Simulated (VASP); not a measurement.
# A VASP study of FeNi3 (Awaruite) (AM05): structure first, properties next, part 6 of 6

Wanted: the relaxed cell of FeNi3 (Awaruite) and its properties. The start is a cell from a database of measured crystal structures.

VASP 6.6.1, plane waves and PAW; the level of theory is named at each step.

Still holding for the runs below: The magnetic order is the lowest of the few collinear ones that converged above; longer or canted patterns were not tried.

So far, largest spin moment in the PAW sphere (μB): step 2 (magnetic order: ferromagnetic) 2.91; step 5 (magnetic order: antiferromagnetic, q = (1/2, 1/2, 1/2)) 2.97; step 6 (magnetic order: antiferromagnetic, q = (1/2, 1/2, 0)) 2.91; step 8 (full relaxation (AM05)) 2.85; step 12 (total and projected DOS (AM05)) 2.81. The relaxed cell has a = 3.483 Å (conventional setting).

### Step 13. Vibrations at Γ (AM05)

Level of this step: AM05, spin-polarised from a ferromagnetic start; plane waves and PAW (Fe, Ni) (VASP).

Zone-centre modes test whether the atoms sit at a minimum within this cell. IBRION = 8 takes the force constants from linear response, which needs tightly converged orbitals.

File INCAR:

```
SYSTEM = FeNi3
PREC = Accurate
ENCUT = 400
EDIFF = 1E-08
NELM = 100
ISMEAR = 1
SIGMA = 0.2
LREAL = .FALSE.
ALGO = Normal
GGA = AM
NBANDS = 30
ISPIN = 2
MAGMOM = 2.843 0.637 0.637 0.637
LASPH = .TRUE.
LMAXMIX = 4
LORBIT = 11
LWAVE = .FALSE.
LCHARG = .FALSE.
KPAR = 8
IBRION = 8
ISIF = 2
```

File POSCAR:

```
FeNi3
1.0
    3.4830086870      0.0000000000      0.0000000000
    0.0000000000      3.4830086870      0.0000000000
    0.0000000000      0.0000000000      3.4830086870
Fe Ni
1 3
Direct
    0.0000000000      0.0000000000      0.0000000000
    0.0000000000      0.5000000000      0.5000000000
    0.5000000000      0.0000000000      0.5000000000
    0.5000000000      0.5000000000      0.0000000000
```

File KPOINTS:

```
Automatic mesh
0
Gamma
11 11 11
0 0 0
```

PAW data sets: Fe and Ni (PBE family, release 64).

On the command line:

```
$ mpirun -np 8 vasp_std
```

What it wrote:

```text
[... set-up lines as in an earlier step ...]
 entering main loop
       N       E                     dE             d eps       ncg     rms          rms(c)
DAV:   1     0.213792937669E+03    0.21379E+03   -0.14155E+04  7232   0.149E+03
DAV:   2    -0.184625784161E+02   -0.23226E+03   -0.21863E+03  6726   0.295E+02
DAV:   3    -0.312405193451E+02   -0.12778E+02   -0.12256E+02  7386   0.937E+01
DAV:   4    -0.314052705776E+02   -0.16475E+00   -0.16463E+00  7628   0.115E+01
DAV:   5    -0.314104471672E+02   -0.51766E-02   -0.51763E-02  9496   0.162E+00    0.227E+01
DAV:   6    -0.277553070611E+02    0.36551E+01   -0.27285E+01  7452   0.839E+01    0.159E+01
DAV:   7    -0.297835455077E+02   -0.20282E+01   -0.12221E+01  7636   0.846E+01    0.239E+01
DAV:   8    -0.266704705622E+02    0.31131E+01   -0.10368E+01  8844   0.450E+01    0.498E+00
DAV:   9    -0.267102286229E+02   -0.39758E-01   -0.38648E-01  8596   0.689E+00    0.319E+00
DAV:  10    -0.266778255528E+02    0.32403E-01   -0.60481E-02  8324   0.666E+00    0.150E+00
DAV:  11    -0.266728226500E+02    0.50029E-02   -0.15096E-02 10742   0.164E+00    0.819E-01
DAV:  12    -0.266745496153E+02   -0.17270E-02   -0.30503E-03  9818   0.116E+00    0.256E-01
DAV:  13    -0.266745947522E+02   -0.45137E-04   -0.46423E-04  9338   0.362E-01    0.484E-02
DAV:  14    -0.266746035320E+02   -0.87797E-05   -0.89891E-05  8638   0.923E-02    0.530E-02
DAV:  15    -0.266746080247E+02   -0.44927E-05   -0.15832E-05  7572   0.101E-01    0.149E-02
DAV:  16    -0.266746075021E+02    0.52257E-06   -0.51305E-06 10192   0.364E-02    0.107E-02
DAV:  17    -0.266746070361E+02    0.46599E-06   -0.90422E-07  9416   0.201E-02    0.115E-03
DAV:  18    -0.266746070163E+02    0.19842E-07   -0.56005E-08  7560   0.328E-03    0.705E-04
DAV:  19    -0.266746070078E+02    0.85229E-08   -0.78775E-09  3988   0.170E-03
   1 F= -.26674607E+02 E0= -.26676974E+02  d E =0.710125E-02  mag=     4.6847
 Linear response reoptimize wavefunctions to high precision
DAV:   1    -0.266746070119E+02   -0.41091E-08   -0.26943E-09  4020   0.699E-04
DAV:   2    -0.266746070119E+02   -0.26375E-10   -0.43523E-10  3816   0.182E-04
 Linear response DOF=           3
 Linear response progress:
  Degree of freedom:   1/  3
       N       E                     dE             d eps       ncg     rms          rms(c)
RMM:   1    -0.166420411672E+00   -0.16642E+00   -0.10285E-01 27043   0.190E+00
RMM:   2    -0.161558810827E+00    0.48616E-02   -0.30225E-03 18131   0.833E-01    0.894E-01
RMM:   3    -0.160507043366E+00    0.10518E-02   -0.60646E-03 23121   0.434E-01    0.414E-01
RMM:   4    -0.160907731682E+00   -0.40069E-03   -0.52903E-04 24164   0.136E-01    0.723E-02
RMM:   5    -0.161023277993E+00   -0.11555E-03   -0.12870E-04 19587   0.101E-01    0.177E-01
RMM:   6    -0.160951038589E+00    0.72239E-04   -0.81603E-05 19739   0.931E-02    0.300E-02
RMM:   7    -0.161042930657E+00   -0.91892E-04   -0.40897E-05 24376   0.358E-02    0.743E-03
RMM:   8    -0.161032946273E+00    0.99844E-05   -0.98830E-07 24374   0.645E-03    0.409E-03
RMM:   9    -0.161024606574E+00    0.83397E-05   -0.25062E-07 23524   0.318E-03    0.201E-03
RMM:  10    -0.161026056080E+00   -0.14495E-05   -0.51392E-08 24819   0.118E-03    0.443E-04
RMM:  11    -0.161025849998E+00    0.20608E-06    0.15828E-08 22501   0.645E-04    0.635E-04
RMM:  12    -0.161025498704E+00    0.35129E-06   -0.19306E-08 21820   0.458E-04    0.173E-04
RMM:  13    -0.161023889838E+00    0.16089E-05   -0.26714E-09 25848   0.189E-04    0.645E-05
RMM:  14    -0.161023571328E+00    0.31851E-06    0.14391E-09 25475   0.788E-05    0.199E-05
RMM:  15    -0.161023449347E+00    0.12198E-06    0.27651E-09 26102   0.467E-05    0.866E-06
RMM:  16    -0.161023376728E+00    0.72619E-07    0.28756E-09 25666   0.366E-05    0.308E-06
RMM:  17    -0.161023377319E+00   -0.59046E-09    0.26452E-09 26285   0.308E-05    0.111E-06
 first order change of Fermi-energy  -0.51625E-03
 force on displaced ion       1 direction 1 :  -8.373  -0.000  -0.000
 Linear response progress:
  Degree of freedom:   2/  3
       N       E                     dE             d eps       ncg     rms          rms(c)
RMM:   1    -0.192703367335E+00   -0.19270E+00   -0.13243E-01 25801   0.212E+00
RMM:   2    -0.184289400369E+00    0.84140E-02   -0.43726E-03 18650   0.876E-01    0.306E-01
RMM:   3    -0.184358984915E+00   -0.69585E-04   -0.10048E-03 23963   0.223E-01    0.159E-01
RMM:   4    -0.184398076122E+00   -0.39091E-04   -0.96050E-05 24264   0.633E-02    0.709E-02
RMM:   5    -0.184677619979E+00   -0.27954E-03   -0.12803E-04 21466   0.991E-02    0.172E-01
RMM:   6    -0.184647078260E+00    0.30542E-04   -0.69611E-05 19995   0.840E-02    0.129E-02
RMM:   7    -0.184663813303E+00   -0.16735E-04   -0.15653E-05 24773   0.262E-02    0.168E-02
RMM:   8    -0.184662553241E+00    0.12601E-05   -0.17572E-06 20178   0.117E-02    0.539E-03
RMM:   9    -0.184656353301E+00    0.61999E-05   -0.63786E-07 24565   0.530E-03    0.263E-03
RMM:  10    -0.184661020325E+00   -0.46670E-05   -0.66026E-08 24339   0.176E-03    0.921E-04
RMM:  11    -0.184661851826E+00   -0.83150E-06   -0.11295E-08 25992   0.715E-04    0.309E-04
RMM:  12    -0.184660081423E+00    0.17704E-05   -0.18825E-09 26551   0.230E-04    0.168E-04
RMM:  13    -0.184658395011E+00    0.16864E-05   -0.18241E-09 25511   0.123E-04    0.342E-05
RMM:  14    -0.184658135196E+00    0.25981E-06   -0.17726E-09 26452   0.583E-05    0.127E-05
RMM:  15    -0.184658154594E+00   -0.19397E-07   -0.20527E-09 26041   0.390E-05    0.539E-06
RMM:  16    -0.184658149578E+00    0.50159E-08   -0.22407E-09 26948   0.307E-05    0.276E-06
 first order change of Fermi-energy  -0.10504E-03
 force on displaced ion       2 direction 1 : -10.320   0.000   0.000
 Linear response progress:
  Degree of freedom:   3/  3
       N       E                     dE             d eps       ncg     rms          rms(c)
RMM:   1    -0.192482552050E+00   -0.19248E+00   -0.13045E-01 44524   0.213E+00
RMM:   2    -0.184483209388E+00    0.79993E-02   -0.45233E-03 31969   0.885E-01    0.307E-01
RMM:   3    -0.184678295825E+00   -0.19509E-03   -0.10475E-03 41022   0.230E-01    0.160E-01
RMM:   4    -0.184748617980E+00   -0.70322E-04   -0.94869E-05 41842   0.633E-02    0.730E-02
RMM:   5    -0.185087893956E+00   -0.33928E-03   -0.12582E-04 36079   0.103E-01    0.184E-01
RMM:   6    -0.185095996745E+00   -0.81028E-05   -0.84541E-05 34801   0.907E-02    0.140E-02
RMM:   7    -0.185108000406E+00   -0.12004E-04   -0.18877E-05 41867   0.292E-02    0.207E-02
RMM:   8    -0.185104481701E+00    0.35187E-05   -0.21066E-06 34564   0.137E-02    0.490E-03
RMM:   9    -0.185094147796E+00    0.10334E-04   -0.49678E-07 43117   0.512E-03    0.249E-03
RMM:  10    -0.185097770742E+00   -0.36229E-05   -0.57325E-08 42564   0.170E-03    0.914E-04
RMM:  11    -0.185098593596E+00   -0.82285E-06    0.14134E-08 39189   0.959E-04    0.970E-04
RMM:  12    -0.185098377802E+00    0.21579E-06    0.15408E-08 36494   0.665E-04    0.281E-04
RMM:  13    -0.185096569172E+00    0.18086E-05    0.23257E-08 45192   0.241E-04    0.130E-04
RMM:  14    -0.185095227597E+00    0.13416E-05    0.22253E-08 44083   0.120E-04    0.239E-05
RMM:  15    -0.185095084903E+00    0.14269E-06    0.21291E-08 46079   0.529E-05    0.110E-05
RMM:  16    -0.185095078345E+00    0.65580E-08    0.19534E-08 45365   0.376E-05    0.400E-06
 first order change of Fermi-energy   0.95553E-03
 force on displaced ion       2 direction 2 :   0.000  -9.142   0.000
 Linear response finished
```

Elapsed: 2.3 min, on 8 MPI ranks of AMD EPYC 9R45, shared host; peak memory 5.7 GiB; 16 min of CPU time.

Parts of OUTCAR (step 13):

```text
   k-points           NKPTS =     56   k-points in BZ     NKDIM =     56   number of bands    NBANDS=     30

   NELECT =      38.0000    total number of electrons

  Total       -0.1186309     -0.1186309     -0.1186309     -0.0000000     -0.0000000      0.0000000
  in kB       -4.4982636     -4.4982636     -4.4982636     -0.0000000     -0.0000000      0.0000000
  external PRESSURE =      -4.4982636 kB  Pullay stress =       0.0000000 kB

 Eigenvectors and eigenvalues of the dynamical matrix
 ----------------------------------------------------

   1 f  =    8.603686 THz    54.058551 2PiTHz  286.988058 cm-1    35.581968 meV
             X         Y         Z           dx          dy          dz
      0.000000  0.000000  0.000000     0.094005   -0.378789   -0.000035
      0.000000  1.741504  1.741504     0.145200    0.477590    0.000044
      1.741504  0.000000  1.741504    -0.118524   -0.585079    0.000044
      1.741504  1.741504  0.000000    -0.118524    0.477590   -0.000054

   2 f  =    8.603686 THz    54.058551 2PiTHz  286.988058 cm-1    35.581968 meV
             X         Y         Z           dx          dy          dz
      0.000000  0.000000  0.000000     0.370282    0.091886    0.082257
      0.000000  1.741504  1.741504     0.571940   -0.115853   -0.103712
      1.741504  0.000000  1.741504    -0.466864    0.141927   -0.103712
      1.741504  1.741504  0.000000    -0.466864   -0.115853    0.127054

   3 f  =    8.603686 THz    54.058551 2PiTHz  286.988058 cm-1    35.581968 meV
             X         Y         Z           dx          dy          dz
      0.000000  0.000000  0.000000    -0.079827   -0.019846    0.381513
      0.000000  1.741504  1.741504    -0.123301    0.025022   -0.481024
      1.741504  0.000000  1.741504     0.100649   -0.030654   -0.481024
      1.741504  1.741504  0.000000     0.100649    0.025022    0.589286

   4 f  =    6.469991 THz    40.652154 2PiTHz  215.815675 cm-1    26.757721 meV
             X         Y         Z           dx          dy          dz
      0.000000  0.000000  0.000000    -0.026297    0.777992    0.000000
      0.000000  1.741504  1.741504     0.020933   -0.070829   -0.000000
      1.741504  0.000000  1.741504     0.002394   -0.619317   -0.000000
      1.741504  1.741504  0.000000     0.002394   -0.070829   -0.000000

   5 f  =    6.469991 THz    40.652154 2PiTHz  215.815675 cm-1    26.757721 meV
             X         Y         Z           dx          dy          dz
      0.000000  0.000000  0.000000    -0.777881   -0.026293   -0.013144
      0.000000  1.741504  1.741504     0.619229    0.002394    0.001197
      1.741504  0.000000  1.741504     0.070819    0.020930    0.001197
      1.741504  1.741504  0.000000     0.070819    0.002394    0.010463

   6 f  =    6.469991 THz    40.652154 2PiTHz  215.815675 cm-1    26.757721 meV
             X         Y         Z           dx          dy          dz
      0.000000  0.000000  0.000000    -0.013137   -0.000444    0.778326
      0.000000  1.741504  1.741504     0.010457    0.000040   -0.070859
      1.741504  0.000000  1.741504     0.001196    0.000353   -0.070859
      1.741504  1.741504  0.000000     0.001196    0.000040   -0.619582

   7 f  =    6.314424 THz    39.674697 2PiTHz  210.626519 cm-1    26.114348 meV
             X         Y         Z           dx          dy          dz
      0.000000  0.000000  0.000000     0.000000    0.000000    0.000000
      0.000000  1.741504  1.741504    -0.000000    0.418924    0.569633
      1.741504  0.000000  1.741504    -0.004535   -0.000000   -0.569633
      1.741504  1.741504  0.000000     0.004535   -0.418924   -0.000000

   8 f  =    6.314424 THz    39.674697 2PiTHz  210.626519 cm-1    26.114348 meV
             X         Y         Z           dx          dy          dz
      0.000000  0.000000  0.000000    -0.000000    0.000000    0.000000
      0.000000  1.741504  1.741504     0.000000   -0.437084    0.317814
      1.741504  0.000000  1.741504    -0.456017   -0.000000   -0.317814
      1.741504  1.741504  0.000000     0.456017    0.437084   -0.000000

   9 f  =    6.314424 THz    39.674697 2PiTHz  210.626519 cm-1    26.114348 meV
             X         Y         Z           dx          dy          dz
      0.000000  0.000000  0.000000     0.000000   -0.000000   -0.000000
      0.000000  1.741504  1.741504    -0.000000   -0.365321    0.272970
      1.741504  0.000000  1.741504     0.540396    0.000000   -0.272970
      1.741504  1.741504  0.000000    -0.540396    0.365321    0.000000

  10 f/i=    0.007221 THz     0.045371 2PiTHz    0.240867 cm-1     0.029864 meV
             X         Y         Z           dx          dy          dz
      0.000000  0.000000  0.000000    -0.348852    0.278598    0.205922
      0.000000  1.741504  1.741504    -0.356623    0.284933    0.210605
      1.741504  0.000000  1.741504    -0.356785    0.284804    0.210605
      1.741504  1.741504  0.000000    -0.356785    0.284933    0.210509

  11 f/i=    0.007221 THz     0.045371 2PiTHz    0.240867 cm-1     0.029864 meV
             X         Y         Z           dx          dy          dz
      0.000000  0.000000  0.000000     0.175312    0.394017   -0.236081
      0.000000  1.741504  1.741504     0.179218    0.402978   -0.241449
      1.741504  0.000000  1.741504     0.179299    0.402795   -0.241449
      1.741504  1.741504  0.000000     0.179299    0.402978   -0.241340

  12 f/i=    0.007221 THz     0.045371 2PiTHz    0.240867 cm-1     0.029864 meV
             X         Y         Z           dx          dy          dz
      0.000000  0.000000  0.000000     0.298808    0.094085    0.378920
      0.000000  1.741504  1.741504     0.305464    0.096224    0.387537
      1.741504  0.000000  1.741504     0.305603    0.096180    0.387537
      1.741504  1.741504  0.000000     0.305603    0.096224    0.387361

 ELASTIC MODULI CONTR FROM IONIC RELAXATION (kBar)
 Direction    XX          YY          ZZ          XY          YZ          ZX
 --------------------------------------------------------------------------------
 XX           0.0000      0.0000      0.0000      0.0000      0.0000      0.0000
 YY           0.0000      0.0000      0.0000      0.0000      0.0000      0.0000
 ZZ           0.0000      0.0000      0.0000      0.0000      0.0000      0.0000
 XY           0.0000      0.0000      0.0000      0.0000      0.0000      0.0000
 YZ           0.0000      0.0000      0.0000      0.0000      0.0000      0.0000
 ZX           0.0000      0.0000      0.0000      0.0000      0.0000      0.0000
 --------------------------------------------------------------------------------

 magnetization (x)
# of ion       s       p       d       tot
------------------------------------------
    1        0.006   0.001   2.821   2.828
    2       -0.015  -0.039   0.664   0.610
    3       -0.015  -0.039   0.664   0.610
    4       -0.015  -0.039   0.664   0.610
--------------------------------------------------
tot         -0.038  -0.117   4.814   4.659

[... 7 parts as in an earlier step ...]

[... 4 further parts left out ...]
```

Energies printed during the response cycles are not total energies of the cell.

Numbers from this step:

- bands: 30
- pressure of the cell: -0.4498 GPa
- largest force of the cell: 0 eV/Å
- Fermi energy: 9.101 eV
- moment of the cell, from the last line of the log: 4.685 μB

Modes at Γ, with each element's share of the kinetic energy:

```
mode  frequency (cm⁻¹)  symmetry  Fe %  Ni %
   1              -0.2  acoustic    24    76
   2              -0.2  acoustic    24    76
   3              -0.2  acoustic    24    76
   4             210.6       T2u     0   100
   5             210.6       T2u     0   100
   6             210.6       T2u     0   100
   7             215.8       T1u    61    39
   8             215.8       T1u    61    39
   9             215.8       T1u    61    39
  10             287.0       T1u    15    85
  11             287.0       T1u    15    85
  12             287.0       T1u    15    85
```

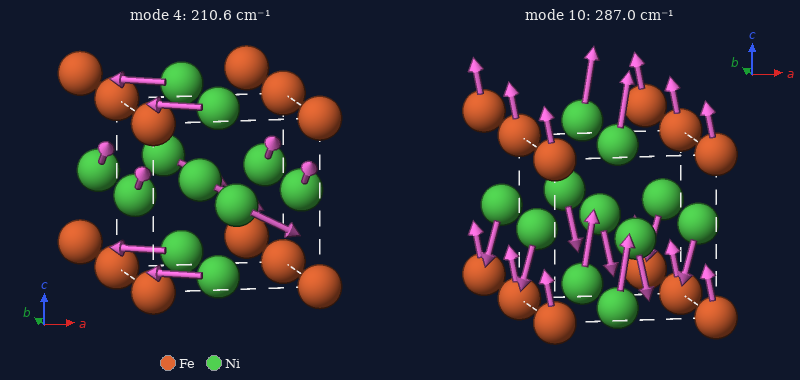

Displacement patterns of modes 4 and 10 at Γ; arrows are exaggerated. 1×2×1 cells are drawn. Some periodic images of atoms are drawn too.

The three acoustic modes lie within 0.2 cm⁻¹ of zero, and all others are real. By the characters of their eigenvectors the optical modes sort into (cm⁻¹) infrared active: T1u 216, T1u 287; silent: T2u 211.

### Step 14. Outcome

- relaxed volume: 10.56 Å³/atom
- relaxed conventional cell a, b, c: 3.483, 3.483, 3.483 Å
- space group after relaxing, within 0.02 Å: Pm-3m (No. 221)
- moment of the cell (10×10×10 mesh): 4.61 μB
- largest site moment (10×10×10 mesh): 2.81 μB on Fe1
- band gap: none, a metal
- DOS at the Fermi level: 3.37 states/eV/cell
- highest zone-centre mode: 287 cm⁻¹

What this shows: With AM05, FeNi3 (Awaruite) relaxes to 10.56 Å³/atom in space group Pm-3m, comes out as a metal and keeps moments of up to 2.81 μB (10×10×10 mesh). Against the listed cell the volume lies -5.2 %. Bands along the symmetry lines (AM05), spin up: Of the bands kept, 4 cross the Fermi level on this path. Bands along the symmetry lines (AM05), spin down: Of the bands kept, 6 cross the Fermi level on this path. Vibrations at Γ (AM05): The highest mode in this list at Γ, 287.0 cm⁻¹, is mostly motion of Ni (85 % of the kinetic energy). The k-sampling is coarse for a metal, so the Fermi level, moments, pressures and the shape of the cell carry errors. Only a few collinear orders were tried, on the cell as listed. Modes at Γ alone can't show that the crystal is stable at other wave vectors. No search among competing phases was made, and a listed structure need not be the one stable at ambient conditions. All values are for a static lattice at zero temperature.

[Lines on the potential files, build, host, timing and source positions are cut from VASP's logs without a mark.]

[Logs are printed without paths, hosts, clocks, repeated set-up lines and the standing remarks that a program may print on its own settings, such as how far it seeks lower states.]

[Hosts, paths, dates, database ids (printed as entryN), source tags and the programs' standing remarks are cut or masked in the printed files.]

[A measured line is paired with the nearest computed mode of its activity, which favours agreement.]
